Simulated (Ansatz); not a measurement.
**ReS2 monolayer (2H): the cell at rest**

Task: relax ReS2 monolayer (2H) tightly.

Method: DFT PBEsol, scalar-relativistic, plane waves, PAW; PAW set soft_1, in Ansatz 0.2.0.

### Step 1. The structure

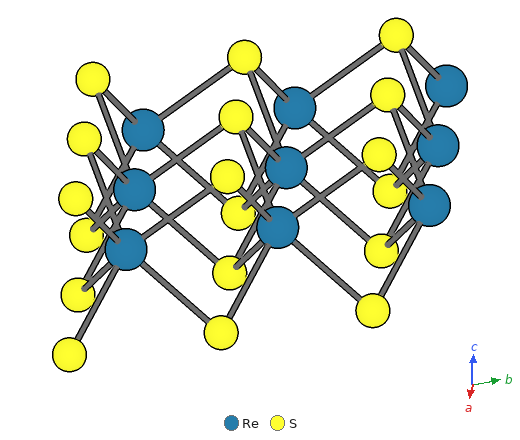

The starting structure, seen slightly off an axis (rhenium blue, sulfur yellow). 3×3×1 cells are drawn.

The cell holds 3 atoms: 1 Re and 2 S. Cell: a = 3.170 Å, b = 3.170 Å, c = 20.000 Å, α = 90.0°, β = 90.0°, γ = 120.0°. Vacuum lies along c.

### Step 2. A coarse first look

First a cheap look: the gap decides the mesh and the occupations, the pressure tells how far the cell has to move.

The program solves this slab on a cell height of its own, 30.0 Å, in place of the one typed.

input.yaml reads:

```yaml
crystal:
  lattice:
    - [3.17, 0.0, 0.0]
    - [-1.585, 2.7453, 0.0]
    - [0.0, 0.0, 20.0]
  atoms:
    - { symbol: Re, position: [0.333333, 0.666667, 0.5] }
    - { symbol: S, position: [0.666667, 0.333333, 0.5775] }
    - { symbol: S, position: [0.666667, 0.333333, 0.4225] }
  periodic: [true, true, false]
kpoints:
  mp_grid: { grid: [6, 6, 1] }
hamiltonian:
  xc: pbesol
  pseudopotentials: { kind: paw, azcp: { folder: soft_1 }, xc_functional: pbe }
scf:
  occupations: { method: gaussian, width: 0.1 }
output:
  forces: true
  stress: true
  eigenvalues: true
```

The run is started by

```bash
ansatz run input.yaml --threads 4 --pin off --max-ram 16384MiB --backend cpu --events-out ev --progress --plain --runs-dir out
```

Numbers of over 12 decimals in the logs are rounded to 6 here.

The log of the run:

```text
[...]
--- Band table (eV; the first three rows and the last of 7) ---
  k-point 0: bands = [... 10 lower, -7.9403, -7.9403, -6.3763, -3.3617, -3.3617, -3.0674, -3.0674, -0.8555]
  k-point 1: bands = [... 10 lower, -8.4968, -7.3067, -6.7010, -3.8350, -3.6041, -3.4902, -2.7311, 0.0255]
  k-point 2: bands = [... 10 lower, -7.8235, -7.7322, -7.4876, -3.9739, -3.8696, -2.7531, -1.9306, 0.5376]
  k-point 6: bands = [... 10 lower, -9.2452, -8.3757, -6.3789, -4.8564, -3.0731, -2.5456, -1.1009, 0.4887]
[key lines of the parts left out:]
SCF converged after 9 iterations
Free energy (F): -12509.038467 eV
Fermi energy:    -4.021560 eV
P = ½ c Tr σ = -1.5055 N/m
```

Elapsed: 1.6 s, on 4 threads of Arm Neoverse V1, shared host; peak memory 0.46 GiB.

This run has no spin polarisation although its electron count is odd.

Numbers from this step:

```
gap on the k-mesh : 0 eV
area per atom     : 2.901 Å²
```

The coarse mesh shows no gap.

### Step 3. Bringing the structure to rest

Harmonic phonons are second derivatives at a point where the forces vanish, and they are wanted at zero stress, so atoms and cell are relaxed first.

The program solves this slab on a cell height of its own, 30.0 Å, in place of the one typed.

Edit input.yaml of step 2 so:

```diff
@@ -11,3 +11,3 @@
 kpoints:
-  mp_grid: { grid: [6, 6, 1] }
+  mp_grid: { grid: [15, 15, 1] }
 hamiltonian:
@@ -21 +21,10 @@
   eigenvalues: true
+  write_density: true
+  write_potential: true
+  elf: true
+  volumetric_format: npy
+relax:
+  adjacent_minimum: "off"
+  f_tol: 0.005
+  max_steps: 80
+  cell: { stress_2d_tol: 0.02 }
```

The log of the run:

```text
[...]
Crystal: 3 atoms, lattice volume = 261.078 Å³
Basis set: ecut = 420 eV, 5057 PW (Γ), exchange–correlation on 48×48×432 points (8 copies of the dense FFT grid, shifted against one another)
Bands: 18, of which v1, the nominal top of the filled ones, is band 14 counted from 1 (13 counted from 0)
Symmetry: 12 space group operations
[...]
k-points: 27 of 225 (time reversal used)
[...]
SCF iter   1: F=—  HF=-12509.322957 eV  |F-HF|=—  |Δ(HF+E_count)|=         —  Δρ=1.88e-2  dr2=8.68e-1  ethr=3.10e-3  ⟨swp⟩=18.1  Hψ=5666  notcnv=0
[...]
SCF iter   9: F=-12509.047319 eV  HF=-12509.047319 eV  |F-HF|=2.60e-9  |Δ(HF+E_count)|=   1.24e-7  Δρ=3.37e-6  dr2=6.07e-8  ethr=3.70e-10  ⟨swp⟩=21.8  Hψ=6744  notcnv=0
SCF 1 converged in 9 iterations: F = -12509.047319 eV  dr2 = 6.07e-8
[...]
relax step   1: F+E_penalty+E_count = -12509.04731860 eV  Δ(F+E_penalty+E_count) = +0.000e0 eV  max|allowed force component| = 3.060e-1 eV/Å  Δτ_max = 0.0000 Å  P = -1.841 N/m  Ω = 261.078 Å³  fix = [c, alpha, beta]  reactions: c -0.000 N/m  (9 SCF iters, dr2 threshold 1.00e-7 eV, accepted)
Crystal: 3 atoms, lattice volume = 257.217 Å³
Basis set: ecut = 420 eV, 4961 PW (Γ), exchange–correlation on 48×48×432 points (8 copies of the dense FFT grid, shifted against one another)
[...]
iter 1 solved again at ethr=7.68e-6 eV; its pass at ethr=3.10e-3 eV (dr2=2.07e-3 eV) is discarded
[...]
SCF iter   6: F=-12509.056781 eV  HF=-12509.056780 eV  |F-HF|=5.65e-8  |Δ(HF+E_count)|=   3.76e-7  Δρ=4.98e-6  dr2=8.73e-8  ethr=1.11e-9  ⟨swp⟩=25.0  Hψ=6622  notcnv=0
SCF 2 converged in 6 iterations: F = -12509.056781 eV  dr2 = 8.73e-8
relax step   2: F+E_penalty+E_count = -12509.05678053 eV  Δ(F+E_penalty+E_count) = -9.462e-3 eV  max|allowed force component| = 1.193e-1 eV/Å  Δτ_max = 0.0103 Å  P = +0.072 N/m  Ω = 257.217 Å³  energy of the carried Pulay correction = +2.495e-4 eV  fix = [c, alpha, beta]  reactions: c +0.000 N/m  (6 SCF iters, dr2 threshold 3.00e-7 eV, accepted)
Crystal: 3 atoms, lattice volume = 255.843 Å³
[...]
SCF iter   6: F=-12509.059662 eV  HF=-12509.059662 eV  |F-HF|=5.84e-8  |Δ(HF+E_count)|=   4.14e-7  Δρ=3.25e-6  dr2=3.41e-8  ethr=1.11e-9  ⟨swp⟩=23.9  Hψ=6525  notcnv=0
SCF 3 converged in 6 iterations: F = -12509.059662 eV  dr2 = 3.41e-8
relax step   3: F+E_penalty+E_count = -12509.05966207 eV  Δ(F+E_penalty+E_count) = -2.882e-3 eV  max|allowed force component| = 1.210e-1 eV/Å  Δτ_max = 0.0101 Å  P = -0.324 N/m  Ω = 255.843 Å³  energy of the carried Pulay correction = +3.393e-4 eV  fix = [c, alpha, beta]  reactions: c -0.000 N/m  (6 SCF iters, dr2 threshold 3.00e-7 eV, accepted)
[... from here on, the SCF cycles and remarks between the steps are left out ...]
relax step   4: F+E_penalty+E_count = -12509.07148928 eV  Δ(F+E_penalty+E_count) = -1.183e-2 eV  max|allowed force component| = 6.331e-2 eV/Å  Δτ_max = 0.0375 Å  P = -2.010 N/m  Ω = 252.307 Å³  energy of the carried Pulay correction = +5.723e-4 eV  fix = [c, alpha, beta]  reactions: c -0.000 N/m  (6 SCF iters, dr2 threshold 3.00e-7 eV, accepted)
relax step   5: F+E_penalty+E_count = -12508.96582566 eV  Δ(F+E_penalty+E_count) = +1.057e-1 eV  max|allowed force component| = 1.505e0 eV/Å  Δτ_max = 0.1843 Å  P = -0.904 N/m  Ω = 227.681 Å³  energy of the carried Pulay correction = +2.289e-3 eV  fix = [c, alpha, beta]  (6 SCF iters, dr2 threshold 3.00e-7 eV, rejected (line search))
relax step   6: F+E_penalty+E_count = -12509.08715887 eV  Δ(F+E_penalty+E_count) = -1.567e-2 eV  max|allowed force component| = 6.310e-1 eV/Å  Δτ_max = 0.0132 Å  P = +1.725 N/m  Ω = 240.139 Å³  energy of the carried Pulay correction = +1.399e-3 eV  fix = [c, alpha, beta]  reactions: c +0.000 N/m  (11 SCF iters, accepted)
relax step   7: F+E_penalty+E_count = -12509.11789835 eV  Δ(F+E_penalty+E_count) = -3.074e-2 eV  max|allowed force component| = 1.149e-1 eV/Å  Δτ_max = 0.0483 Å  P = -0.233 N/m  Ω = 236.960 Å³  energy of the carried Pulay correction = +1.622e-3 eV  fix = [c, alpha, beta]  reactions: c -0.000 N/m  (6 SCF iters, dr2 threshold 3.00e-7 eV, accepted)
relax step   8: F+E_penalty+E_count = -12509.10228619 eV  Δ(F+E_penalty+E_count) = +1.561e-2 eV  max|allowed force component| = 2.610e-1 eV/Å  Δτ_max = 0.0476 Å  P = +1.878 N/m  Ω = 228.129 Å³  energy of the carried Pulay correction = +2.256e-3 eV  fix = [c, alpha, beta]  (6 SCF iters, dr2 threshold 3.00e-7 eV, rejected (line search))
relax step   9: F+E_penalty+E_count = -12509.12080854 eV  Δ(F+E_penalty+E_count) = -2.910e-3 eV  max|allowed force component| = 1.251e-2 eV/Å  Δτ_max = 0.0143 Å  P = -0.109 N/m  Ω = 234.824 Å³  energy of the carried Pulay correction = +1.774e-3 eV  fix = [c, alpha, beta]  reactions: c -0.000 N/m  (9 SCF iters, accepted)
relax step  10: F+E_penalty+E_count = -12509.12092813 eV  Δ(F+E_penalty+E_count) = -1.196e-4 eV  max|allowed force component| = 9.764e-4 eV/Å  Δτ_max = 0.0024 Å  P = +0.000 N/m  Ω = 234.331 Å³  energy of the carried Pulay correction = +1.809e-3 eV  fix = [c, alpha, beta]  reactions: c +0.000 N/m  (5 SCF iters, dr2 threshold 1.72e-8 eV, accepted)
[...]
SCF iter   7: F=-12509.119520 eV  HF=-12509.119520 eV  |F-HF|=9.09e-12  |Δ(HF+E_count)|=  2.40e-10  Δρ=1.27e-8  dr2=6.06e-13  ethr=1.00e-12  ⟨swp⟩=16.3  Hψ=4118  notcnv=0
SCF 11 converged in 7 iterations: F = -12509.119520 eV  dr2 = 6.06e-13
relax step  11: F+E_penalty+E_count = -12509.11952010 eV  Δ(F+E_penalty+E_count) = +1.408e-3 eV  max|allowed force component| = 6.020e-5 eV/Å  Δτ_max = 0.0000 Å  P = -0.011 N/m  Ω = 234.331 Å³  fix = [c, alpha, beta]  reactions: c -0.000 N/m  stress off target by 1.11e-2 N/m on what of the cell is left free  SCF on the basis re-selected at this cell (its energy is not comparable with the rows above)  (7 SCF iters)
basis re-selected at this cell: Δ(F+E_penalty+E_count) = +1.408e-3 eV, ΔP = -0.011 N/m vs the last step (what re-selecting the basis moved, of the pressure what is left beyond the Pulay correction that the steps carried, after the strain that the cell walked since its last selection, with what the two solves' SCF thresholds leave and, on support functions, any second-order correction that the steps lacked; it is no m [...]
WARN: The input density's exchange-correlation potential varies sharply where the density is thin. Do not read a vacuum level from v_tot or v_xc, or from such a field of the output density. On a cell that repeats whose density bears no net charge and no dipole along the vacuum's axis use v_es (v_loc + v_h of the components); under efield.dipole_correction with no amplitude use v_es + v_field, which holds any external [...]
SCF converged after 7 iterations
Free energy (F): -12509.119520 eV
[...]
Internal energy: -12509.109113 eV  (E = F + TS)
E sigma→0 (E₀):  -12509.114316 eV
Entropy (-TS):   -0.010407 eV (-3.469 meV/atom)
Fermi energy:    -4.368825 eV
[...]
--- Forces (eV/Å), atoms counted from 1 ---
  atom   1  Re     0.00000000     0.00000000    -0.00000000
  atom   2  S      0.00000000    -0.00000000    -0.00006020
  atom   3  S      0.00000000    -0.00000000     0.00006020
  max |Σ_I F_I| component: 4.63e-17 eV/Å
--- 2D stress c σ (N/m, compression-positive) ---
       -0.011099       0.000000      -0.000000
        0.000000      -0.011099      -0.000000
       -0.000000      -0.000000      -0.000000
  P = ½ c Tr σ = -0.0111 N/m
--- Band table (eV; the first three rows and the last of 27) ---
  k-point 0: bands = [... 10 lower, -7.5242, -7.4891, -7.4891, -3.1090, -3.1090, -3.0664, -3.0664, -0.7087]
  k-point 1: bands = [... 10 lower, -7.6190, -7.5143, -7.4396, -3.3844, -3.2711, -3.1651, -2.9934, -0.5563]
  k-point 2: bands = [... 10 lower, -7.9469, -7.5242, -7.4630, -4.0332, -3.5203, -3.4104, -2.7183, -0.2348]
  k-point 26: bands = [... 10 lower, -9.7866, -9.0418, -6.6694, -4.3175, -3.9866, -2.8165, -0.9038, -0.0926]
--- Relaxed structure (10 steps of the walk, 8 accepted, 1 SCFs on fresh bases) ---
  F+E_penalty+E_count = -12509.11952010 eV   max|allowed force component| = 6.020e-5 eV/Å   (the final SCF, on the basis selected at the relaxed cell)
  cell:  # Å, volume = 234.3312 Å³
    - [3.003233, 0.0, 0]
    - [-1.501617, 2.600876, 0]
    - [0, 0, 30.0]
  atoms:
    - { symbol: Re, position: [0.333333, 0.666667, 0.333333] }
    - { symbol: S, position: [0.666667, 0.333333, 0.388845] }
    - { symbol: S, position: [0.666667, 0.333333, 0.277821] }
```

Run time: 51 s. Hardware: 4 threads; peak memory 0.58 GiB.

Step by step:

```
step  energy less that of the first step (eV)  largest force component (eV/Å)  volume (Å³)
   1                                   0.0000                          0.3060       261.08
   2                                  -0.0095                          0.1193       257.22
   3                                  -0.0123                          0.1210       255.84
   4                                  -0.0242                          0.0633       252.31
   5                                   0.0815                          1.5054       227.68
   6                                  -0.0398                          0.6310       240.14
   7                                  -0.0706                          0.1149       236.96
   8                                  -0.0550                          0.2610       228.13
   9                                  -0.0735                          0.0125       234.82
  10                                  -0.0736                          0.0010       234.33
 11*                                  -0.0722                          0.0001       234.33
```

Relaxation steps marked * repeat the geometry before them on a plane-wave basis chosen anew for their cell, so energy and pressure can jump there. Relaxation steps 5, 8 were tried and not accepted.

Forces are held to the 12 operations that the run works with; a distortion that breaks them can't arise in this run.

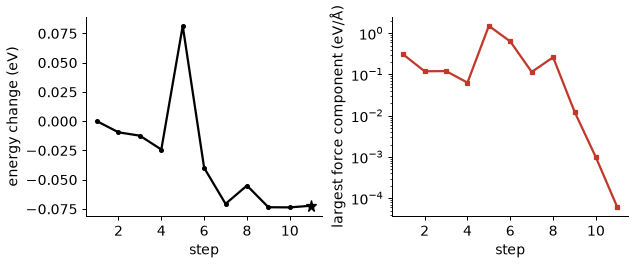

Energy and largest force along the relaxation. Stars mark steps on a basis chosen anew.

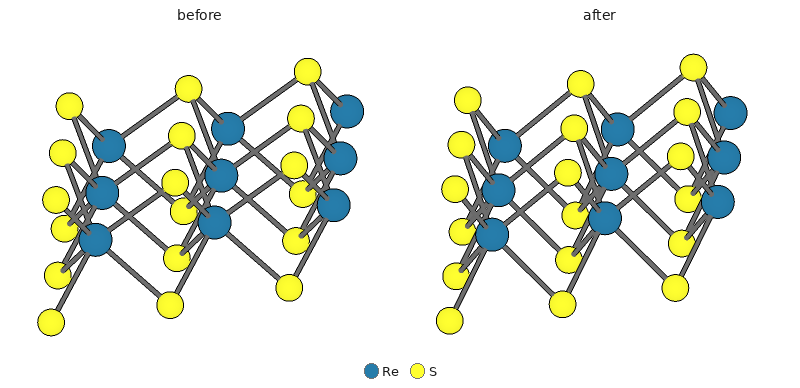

The structure before and after the relaxation, drawn at the same scale.

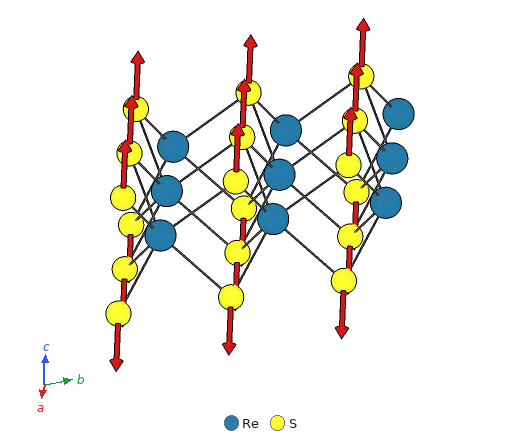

Displacements in the relaxation, exaggerated, measured against the changing cell; the longest in the cell stands for 0.12 Å. 3×3×1 cells are drawn.

```
cell as run  before  after  change
      a (Å)   3.170  3.003  -5.3 %
      b (Å)   3.170  3.003  -5.3 %
```

The atoms that moved most (Å, along periodic axes as changes of fractional coordinates times the final cell, across vacuum about the mean position):

```
atom     dx     dy      dz  length
  S2  0.000  0.000   0.115   0.115
  S3  0.000  0.000  -0.115   0.115
```

Final coordinates:

```xyz
3
Lattice="3.0032 0.0000 0.0000 -1.5016 2.6009 0.0000 0.0000 0.0000 30.0000" Properties=species:S:1:pos:R:3
Re    0.0000    1.7339   10.0000
S     1.5016    0.8670   11.6654
S     1.5016    0.8670    8.3346
```

This step gave:

```yaml
area_per_atom: 2.604 Å²
```

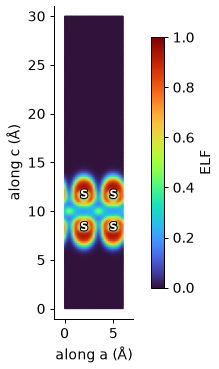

ELF in the ac plane at fractional y = 0.333, with atoms of S within 0.2 Å of it. It is the smooth field of the valence electrons, not physical close to the nuclei.

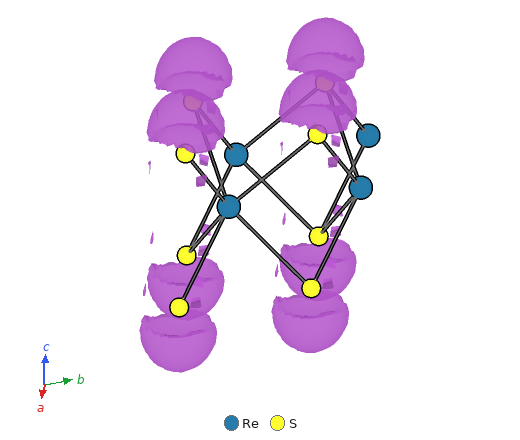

Surface of ELF = 0.85. 2×2×1 cells are drawn.

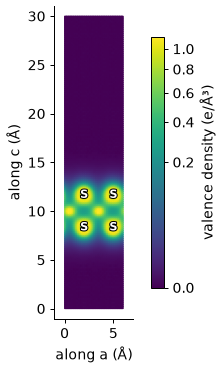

Valence density in the ac plane at fractional y = 0.333, with atoms of S within 0.2 Å of it. It is the smooth field of the valence electrons, not physical close to the nuclei. The colour scale is stretched toward low values.

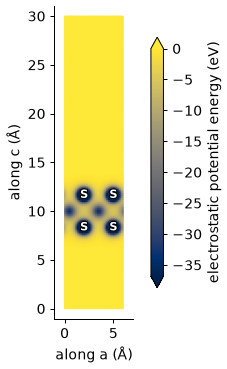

Electrostatic potential energy in the ac plane at fractional y = 0.333, with atoms of S within 0.2 Å of it. With pseudopotentials it is smooth inside the atoms' cores, unlike the true potential.

### Step 4. Relaxing to small forces for the phonons

Phonons need a cell at rest on their own settings, so the relaxation is repeated with tight tolerances on forces and stress on the k mesh and occupations of the first response run.

input.yaml, the sections that differ from step 3:

```yaml
crystal:
  lattice:
    - [3.0032333533, 0.0, 0.0]
    - [-1.5016166766, 2.6008763774, 0.0]
    - [0.0, 0.0, 30.0]
  atoms:
    - { symbol: Re, position: [0.3333333333, 0.6666666667, 0.3333333333] }
    - { symbol: S, position: [0.6666666667, 0.3333333333, 0.3888452567] }
    - { symbol: S, position: [0.6666666667, 0.3333333333, 0.2778214099] }
  periodic: [true, true, false]
kpoints:
  mp_grid: { grid: [18, 18, 1] }
scf:
  occupations: { method: methfessel_paxton, width: 0.2 }
relax:
  adjacent_minimum: "off"
  f_tol: 0.001
  max_steps: 60
  cell: { stress_2d_tol: 0.002 }
# hamiltonian, output: as in step 3
```

The log of the run:

```text
[...]
Crystal: 3 atoms, lattice volume = 234.331 Å³
Basis set: ecut = 420 eV, 4409 PW (Γ), exchange–correlation on 48×48×432 points (8 copies of the dense FFT grid, shifted against one another)
Bands: 18, of which v1, the nominal top of the filled ones, is band 14 counted from 1 (13 counted from 0)
[... 1 set-up line as in the run before ...]
[...]
--- Relaxed structure (3 steps of the walk, 3 accepted, 1 SCFs on fresh bases) ---
[...]
cell:  # Å, volume = 234.1978 Å³
    - [3.002379, -2.8859299287869797e-11, 0.0]
    - [-1.501189, 2.600136, 0.0]
    - [0.0, 0.0, 30.0]
  atoms:
    - { symbol: Re, position: [0.333333, 0.666667, 0.333333] }
    - { symbol: S, position: [0.666667, 0.333333, 0.388852] }
    - { symbol: S, position: [0.666667, 0.333333, 0.277814] }
[key lines of the parts left out:]
SCF converged after 7 iterations
Free energy (F): -12509.117377 eV
Fermi energy:    -4.355590 eV
P = ½ c Tr σ = 0.0001 N/m
```

Wall time 22 s (4 threads); peak memory 0.59 GiB.

Little changed from the start: no atom moved by 0.005 Å and no cell edge by 0.1 %.

This step gave:

| Property | Result |
| --- | --- |
| area per atom | 2.602 Å² |

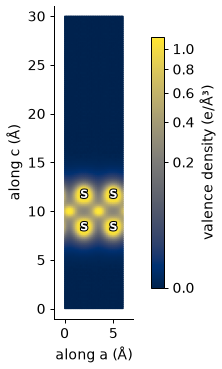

Valence density in the ac plane at fractional y = 0.333, with atoms of S within 0.2 Å of it. It is the smooth field of the valence electrons, not physical close to the nuclei. The colour scale is stretched toward low values.

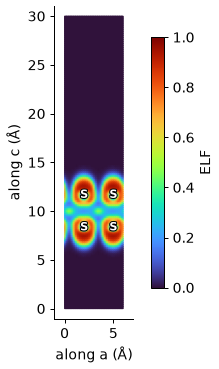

ELF in the ac plane at fractional y = 0.333, with atoms of S within 0.2 Å of it. It is the smooth field of the valence electrons, not physical close to the nuclei.

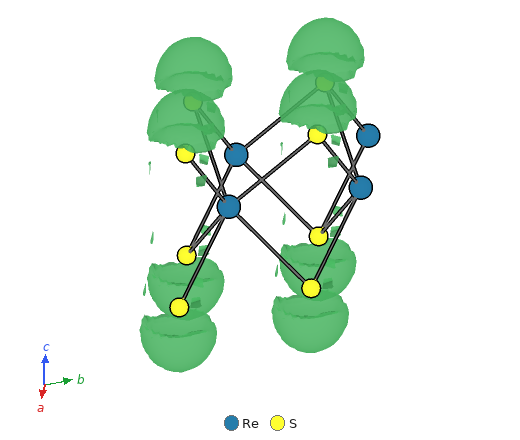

Surface of ELF = 0.85. 2×2×1 cells are drawn.

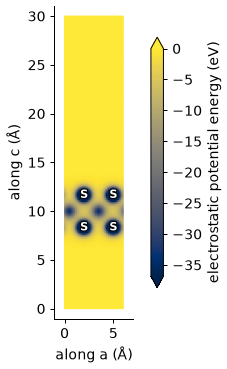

Electrostatic potential energy in the ac plane at fractional y = 0.333, with atoms of S within 0.2 Å of it. With pseudopotentials it is smooth inside the atoms' cores, unlike the true potential.

The largest force component left is 0.070 meV/Å, within the tolerances set.

### Step 5. Summary of results

```json
{
  "space group after relaxation (within 0.01 Å)": "P-6m2",
  "lattice constant a": "3.002 Å",
  "lattice constant b": "3.002 Å",
  "area per atom": "2.60 Å²"
}
```

**Reading.** The largest force component left is 0.070 meV/Å, within the tolerances set. The relaxation keeps the symmetry of its start, so it says nothing on stability against lower symmetry. The runs are without spin polarisation, although the cell has an odd electron count. Spin-orbit coupling is left out, which can matter for the heavy elements here. The PAW files were made for PBE and serve the other functionals too. The starting cell was built on a prototype and not taken from a measurement.

[Logs are printed without paths, hosts, clocks, repeated set-up lines and the standing remarks that a program may print on its own settings, such as how far it seeks lower states.]

[Hosts, paths, dates, database ids (printed as entryN), source tags and the programs' standing remarks are cut or masked in the printed files.]
